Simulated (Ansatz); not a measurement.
Calculation: PBE (plane waves to 420 eV, PAW; Ansatz, a program for electronic structure).

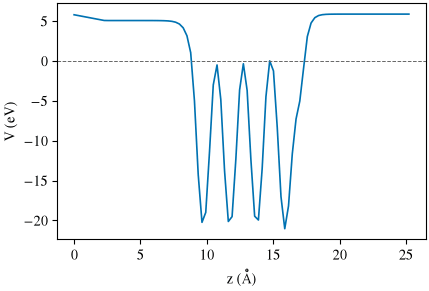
*Planar average of the electrostatic potential across the slab, in eV from the Fermi level, for C on the 1x1 (111) surface of fcc Ni, ferromagnetic, one in a 2x1 cell, started at the site 'top Ni'*

Set-up: 9 atoms, 6.0 Å thick at the start under the adsorbate (thin: gaps and levels are the slab's own); mesh 7x14x1; 0.1 eV smearing; dipole correction on; 4 atoms held, the rest relaxed; symmetry of the start imposed; spin-polarised, no spin-orbit, no U, no dispersion correction. At the end it is bonded to 3 Ni. In PBE it is, or lies within 0.03 eV of, the lowest of the starts that converged.

The vacuum level lies 5.87 eV above the Fermi level over the top face and 5.07 eV above it under the bottom face.
